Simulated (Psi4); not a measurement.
**SnO (tin(ii) oxide): a chain of runs**

We compute a geometry optimisation (BLYP/def2-TZVP), then vibrational wavenumbers of SnO (tin(ii) oxide). 

The calculation is run with Psi4 1.11.

### Step 1. The system as given

The species is SnO (2 atoms), meant as a singlet with charge 0. SMILES: `[O]=[Sn]`. All atoms were displaced at random from a relaxed shape. The run starts from this shape.

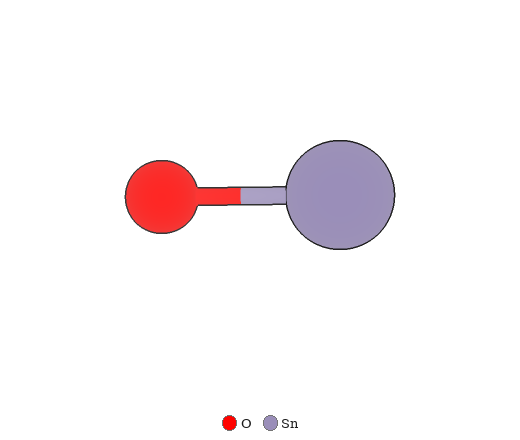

The structure, seen from a chosen angle (oxygen red, tin purple).

### Step 2. A geometry optimisation at BLYP/def2-TZVP (density fitting, core potential) (run 1)

The input, input.dat:

```
memory 1600 mb

molecule {
  0 1
  O      0.038770    -0.017909    -0.086351
  Sn    -0.018021    -0.001384     1.822428
}

set globals {
  basis        def2-TZVP
  geom_maxiter 60
}

e_tot, wfn = optimize('blyp', return_wfn=True)
print_variables()
```

The run is started by

```sh
psi4 input.dat output.dat -n 1
```

output.dat:

```text
[...]
    !!!  WARNING: ECP capability is in beta. Please check occupations closely.  !!!
[...]
  Running in c2v symmetry.
[...]
  Nuclear repulsion =   48.769663106036617
[...]
  Multiplicity = 1
[...]
  Nalpha       = 15
  Nbeta        = 15
[...]
    Number of basis functions: 81
[...]
 WARNING: Atomic UHF is not converging! Try casting from a smaller basis or call Rob at CCMST.
   -------------------------
[...]
   @DF-RKS iter   1:  -288.92896824310412   -8.89677e-01   2.66589e-02 ADIIS/DIIS
[...]
    !!!  WARNING: ECP capability is in beta. Please check occupations closely.  !!!
[...]
   @DF-RKS iter   8:  -289.51599398566447   -9.09495e-13   5.26872e-09 DIIS
[...]
    Orbital Energies [Eh]
    ---------------------
    Doubly Occupied:
       1A1   -18.739941     2A1    -4.904358     1B1    -3.286634
       1B2    -3.286634     3A1    -3.274348     4A1    -0.954962
       5A1    -0.948515     1A2    -0.948515     2B2    -0.938491
       2B1    -0.938491     6A1    -0.763414     7A1    -0.387184
       3B2    -0.235468     3B1    -0.235468     8A1    -0.231601
[...]
  @DF-RKS Final Energy:  -289.51599398566447
   => Energetics <=
    Nuclear Repulsion Energy =             50.0737779083998760
    One-Electron Energy =                -580.2576187956087779
    Two-Electron Energy =                 267.2095896530452706
    DFT Exchange-Correlation Energy =     -26.5417427515007951
    Empirical Dispersion Energy =           0.0000000000000000
    VV10 Nonlocal Energy =                  0.0000000000000000
    Total Energy =                       -289.5159939856644655
[...]
 Multipole Moments:
 ------------------------------------------------------------------------------------
     Multipole            Electronic (a.u.)      Nuclear  (a.u.)        Total (a.u.)
 ------------------------------------------------------------------------------------
 L = 1.  Multiply by 2.5417464519 to convert [e a0] to [Debye]
 Dipole X            :          0.0000000           -0.0000000           -0.0000000
 Dipole Y            :          0.0000000            0.0000000            0.0000000
 Dipole Z            :         17.2897098          -15.7078389            1.5818709
 Magnitude           :                                                    1.5818709
[...]
  -Total Gradient:
     Atom            X                  Y                   Z
    ------   -----------------  -----------------  -----------------
       1        0.000000000000     0.000000000000     0.000300548111
       2       -0.000000000000     0.000000000000    -0.000229129981
[...]
    Final optimized geometry and variables:
    Molecular point group: c2v
    Full point group: C_inf_v
    Geometry (in Angstrom), charge = 0, multiplicity = 1:
    O            0.000000000000     0.000000000000    -1.641044501726
    SN           0.000000000000    -0.000000000000     0.218914801690
  Variable Map:
  ----------------------------------------------------------------------------
  "CURRENT ENERGY"              =>    -289.515993985664
  "CURRENT REFERENCE ENERGY"    =>    -289.515993985664
  "DD SOLVATION ENERGY"         =>       0.000000000000
  "DFT FUNCTIONAL TOTAL ENERGY" =>    -289.515993985664
  "DFT TOTAL ENERGY"            =>    -289.515993985664
  "DFT VV10 ENERGY"             =>       0.000000000000
[...]
```

On the terminal:

```text
Optimizer: Optimization complete!
```

Run time: 20 s. Hardware: 1 thread of Intel Xeon Platinum 8259CL at 2.50GHz (Skylake/Cascade Lake), shared host; peak memory 0.37 GiB.

Step by step:

| step | energy from the first frame kept (eV) | largest force (eV/Å) |
| --- | --- | --- |
| 0 | 0.0000 | 1.3957 |
| 1 | -0.0260 | 0.8368 |
| 2 | -0.0358 | 0.1013 |
| 3 | -0.0359 | 0.0155 |

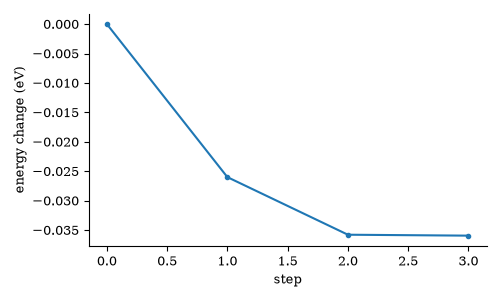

Energy along the run.

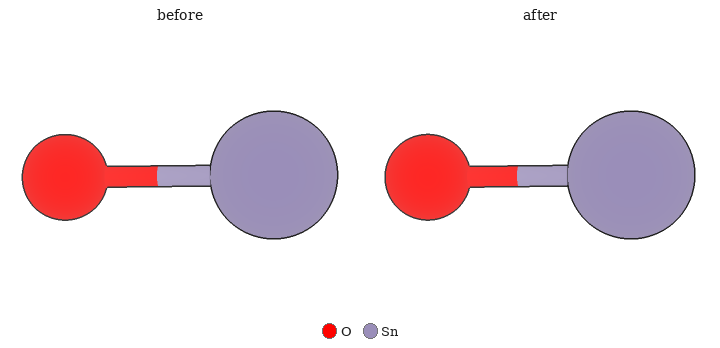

Before and after, at one scale.

After the run. Bond lengths: O1–Sn2 1.860 Å.

### Step 3. The harmonic vibrations at BLYP/def2-TZVP (density fitting, core potential) (run 2)

The input, osn.in:

```
memory 1600 mb

molecule {
  O
  Sn 1 1.859959
  units angstrom
}

set {
  reference                  rks
  t                          298.15
  rotational_symmetry_number 1
}

frequencies('blyp/def2-TZVP')
print_variables()
```

The run is started by

```sh
psi4 osn.in osn.out -n 1
```

osn.out (excerpt; [...] marks lines left out):

```text
[...]
    !!!  WARNING: ECP capability is in beta. Please check occupations closely.  !!!
[...]
  Running in c2v symmetry.
[...]
  Nuclear repulsion =   50.073786076961923
[...]
  Multiplicity = 1
[...]
  Nalpha       = 15
  Nbeta        = 15
[...]
    Number of basis functions: 81
[...]
   @DF-RKS iter   1:  -288.92451764682767   -8.64973e-01   2.69333e-02 DIIS/ADIIS
[...]
  Running in cs symmetry.
[...]
   @DF-RKS iter  13:  -289.51599398572836   -1.30740e-12   9.58298e-09 DIIS
[...]
  @DF-RKS Final Energy:  -289.51599398572836
   => Energetics <=
    Nuclear Repulsion Energy =             50.0737824867748671
    One-Electron Energy =                -580.2576294750228953
    Two-Electron Energy =                 267.2095960344295804
    DFT Exchange-Correlation Energy =     -26.5417430319099665
    Empirical Dispersion Energy =           0.0000000000000000
    VV10 Nonlocal Energy =                  0.0000000000000000
    Total Energy =                       -289.5159939857283575
[...]
 Multipole Moments:
 ------------------------------------------------------------------------------------
     Multipole            Electronic (a.u.)      Nuclear  (a.u.)        Total (a.u.)
 ------------------------------------------------------------------------------------
 L = 1.  Multiply by 2.5417464519 to convert [e a0] to [Debye]
 Dipole X            :          0.0000000            0.0000000            0.0000000
 Dipole Y            :          0.0065472           -0.0059482            0.0005990
 Dipole Z            :         17.2897070          -15.7078363            1.5818706
 Magnitude           :                                                    1.5818707
[...]
  -Total Gradient:
     Atom            X                  Y                   Z
    ------   -----------------  -----------------  -----------------
       1        0.000000000000     0.000000113795     0.000300661641
       2        0.000000000000    -0.000000086751    -0.000229243419
[...]
  ==> Harmonic Vibrational Analysis <==
[...]
  Freq [cm^-1]                 787.3376
[...]
  IR activ [km/mol]            48.0764
[...]
  Total E_0, Enthalpy at 0 [K]                                                         -289.51420030 [Eh]
[...]
  Total H, Enthalpy at  298.15 [K]                                                     -289.51081352 [Eh]
[...]
  Total G, Gibbs energy at  298.15 [K]                                                 -289.53720702 [Eh]
[...]
```

It took 22 s on 1 thread of Intel Xeon Platinum 8259CL at 2.50GHz (Skylake/Cascade Lake), shared host; peak memory 0.36 GiB.

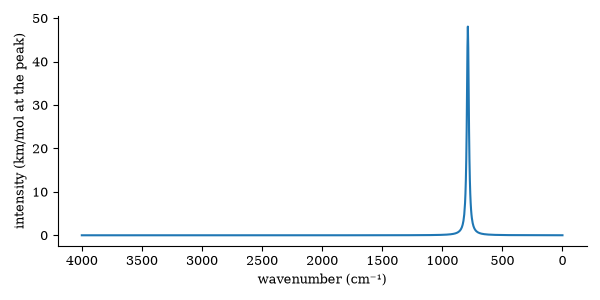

Harmonic infrared spectrum, unscaled, lines broadened by 10 cm⁻¹.

### Step 4. What came out

| quantity | value |
| --- | --- |
| run 1, BLYP/def2-TZVP: total energy at the end | -289.51599 Eh |
| run 1, BLYP/def2-TZVP: dipole moment | 4.02 D |
| run 1, BLYP/def2-TZVP: HOMO energy | -6.30 eV |
| run 1, BLYP/def2-TZVP: LUMO energy | -2.97 eV |
| run 1, BLYP/def2-TZVP: HOMO–LUMO gap | 3.33 eV |
| run 1, BLYP/def2-TZVP: bond length | 1.860 Å |
| run 2, BLYP/def2-TZVP: harmonic wavenumber | 787 cm⁻¹ |
| run 2, BLYP/def2-TZVP: zero-point energy | 4.7 kJ/mol |
| run 2, BLYP/def2-TZVP: ideal-gas entropy at 298.15 K (symmetry number 1 as used) | 55.5 cal/(mol K) |

In words: The optimisation (run 1, BLYP/def2-TZVP) took 4 steps and changed the energy by -0.036 eV. The one mode (run 2, BLYP/def2-TZVP) is real, so the shape is a minimum at this level.
